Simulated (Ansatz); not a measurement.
TiH$_{2}$OCl$_{2}$F$_{2}$: several calculations on one system

### Relaxation

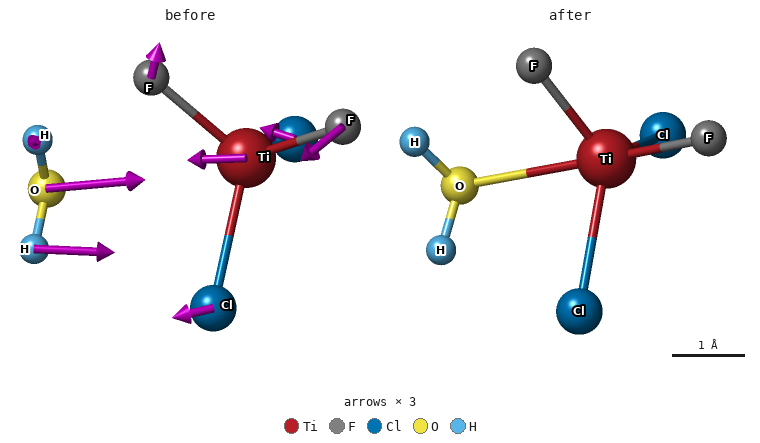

The structure of TiH2OCl2F2 before (left) and after (right) a relaxation, at one scale. The purple arrows give the displacements, magnified 3 times.

A ball-and-stick model, seen from a free direction.

The run prepares an end point of a later path (reaction) calculation, from a guessed geometry.

All numbers below come from RKS PBE-D4/def2-SVP (Ansatz). (no spin polarisation; force threshold 0.03 eV/Å; at most 50 steps)

Describe what moved and what it gained.

The largest move after the best rigid fit is that of the O atom, 0.51 Å. By element the largest moves are O 0.51 Å, H 0.38 Å, Ti 0.29 Å, F 0.29 Å, Cl 0.20 Å. Among the contacts that change: O–Ti 3.105 → 2.314 Å, H–Ti 3.323 → 2.727 Å, H–Ti 2.974 → 2.740 Å, Cl–Ti 2.195 → 2.246 Å. New bonds form, among them: O–Ti (3.11 → 2.31 Å). Bond angles that change, for instance: F–Ti–Cl 105.5° → 97.8°, F–Ti–Cl 112.1° → 119.5°, F–Ti–F 104.7° → 98.1°. Over 6 geometry steps the energy falls by 8.04 kcal/mol. Largest force component: 1.1 eV/Å at the start, 0.025 eV/Å at the end. Cost: 16 s on 4 threads of Arm Neoverse V1, with other jobs on the host, peak memory 0.19 GiB.

### Relaxation

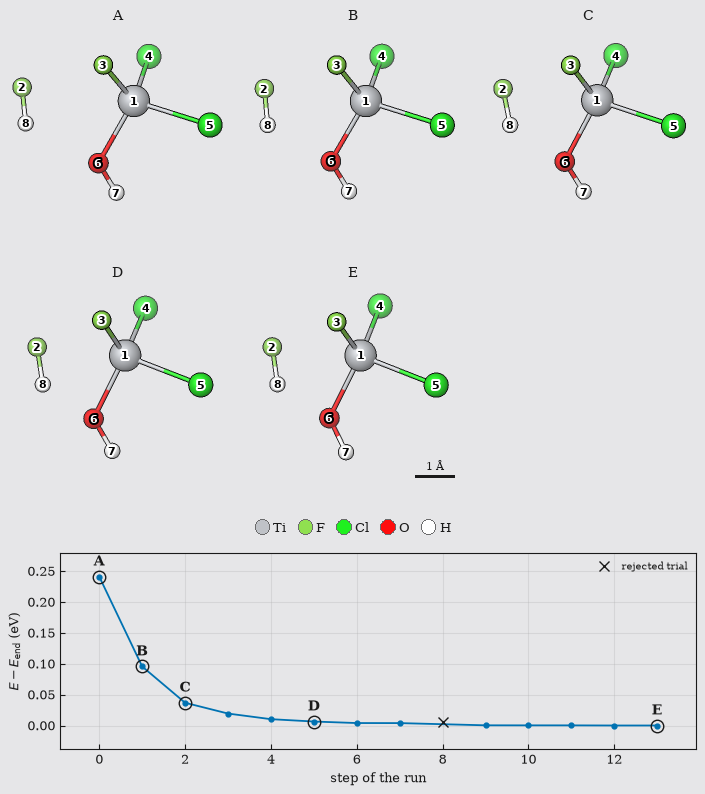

Frames of a relaxation of TiH$_{2}$OCl$_{2}$F$_{2}$, marked on the history of the run. The picture is a ball-and-stick view, seen from a free direction.

The run prepares an end point of a later path (reaction) calculation, from a guessed geometry.

Level of theory: Ansatz, RKS PBE-D4/def2-SVP.

Input
```yaml
crystal:
  periodic: [false, false, false]
  atoms:
    - { symbol: Ti, position_ang: [-0.486731, -0.231809, -0.417159] }
    - { symbol: F, position_ang: [-0.110686, 0.907619, 2.357786] }
    - { symbol: F, position_ang: [1.096798, -0.716994, 0.103411] }
    - { symbol: Cl, position_ang: [-0.615577, 1.887779, -0.949941] }
    - { symbol: Cl, position_ang: [-0.963618, -1.346089, -2.239564] }
    - { symbol: O, position_ang: [-1.804692, -0.726142, 0.815363] }
    - { symbol: H, position_ang: [-2.734552, -0.833315, 0.537566] }
    - { symbol: H, position_ang: [-0.904043, 0.429252, 2.459738] }
basis:
  gaussian: { orbitals: def2-SVP }
hamiltonian:
  xc: pbe
  dispersion: d4
relax:
  f_tol: 0.03
  max_steps: 50
output:
  orbitals: {}
```

Run as
```bash
ansatz run input.yaml --threads 4 --pin off --max-ram 5120MiB --backend cpu --events-out ev --progress --plain --runs-dir out
```

### Describe the path.

The energy falls by 0.241 eV in 12 accepted moves (13 points after the start). Largest force component: 1.2 eV/Å at the start, 0.022 eV/Å at the end. The line search rejected the trial step at point 8 of the run. H8 moves most after the best rigid fit: 0.45 Å. By element the largest moves are H 0.45 Å, F 0.40 Å, Cl 0.29 Å, Ti 0.24 Å, O 0.18 Å. Near-neighbour distances that change, for instance: Ti1–F2 3.023 → 2.389 Å, Ti1–H8 2.981 → 2.386 Å, F2–H8 0.932 → 0.967 Å, Ti1–O6 1.871 → 1.840 Å. Bond angles that change, for instance: Cl5–Ti1–O6 105.1° → 98.5°, Ti1–O6–H7 120.8° → 126.9°, F3–Ti1–O6 111.8° → 116.5°. Groups turn about Ti1–O6 by about 30°. From step 0 to 1: F and H atoms move most (0.19 Å), energy −0.146 eV. From step 1 to 2: H8 moves most (0.20 Å), energy −0.059 eV. From step 2 to 5: Cl and H atoms move most (0.12 Å), energy −0.030 eV. From step 5 to 13: H7 moves most (0.14 Å), energy −0.006 eV.

Limits of the set-up: the start holds two separate molecules, 2.2 Å apart at their closest, whose relative position is a soft coordinate.

### Path

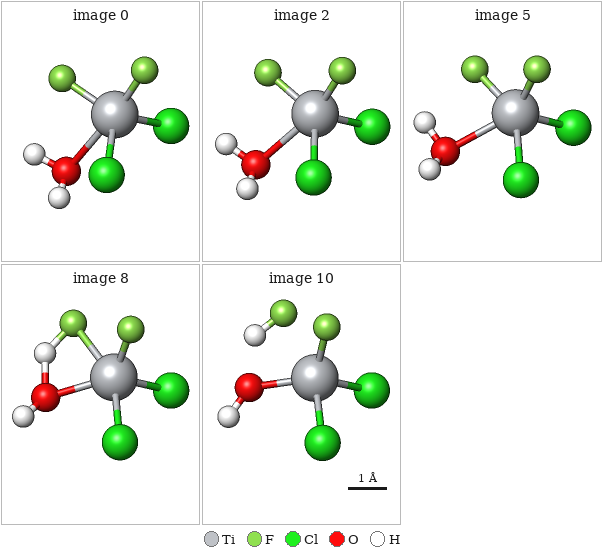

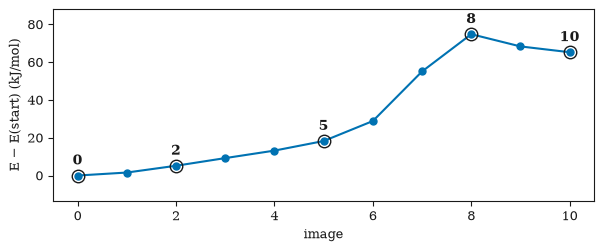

NEB run on TiH2OCl2F2. Images are numbered from 0 (start) to 10 (end). A ball-and-stick model, seen from a free direction.

These are results of RKS PBE-D4/def2-SVP in Ansatz, not measurements. Set-up: 9 movable images; climbing image; force threshold 0.05 eV/Å; iteration limit 60; starting path through a guess of the saddle point.

Question: What happens along the path, and what is the barrier?

Answer: The energy climbs by 74.8 kJ/mol to image 8 and then falls by 9.5 kJ/mol, so the end point sits at +65.3 kJ/mol. Breaking: H–O (0.98 → 1.64 Å), F–Ti (1.76 → 2.39 Å). Forming: F–H (2.33 → 0.97 Å). The band converged in 16 iterations, with a climbing image at the top.

Cost: 4.6 min on 4 threads of Arm Neoverse V1 (shared host), peak memory 0.2 GiB.
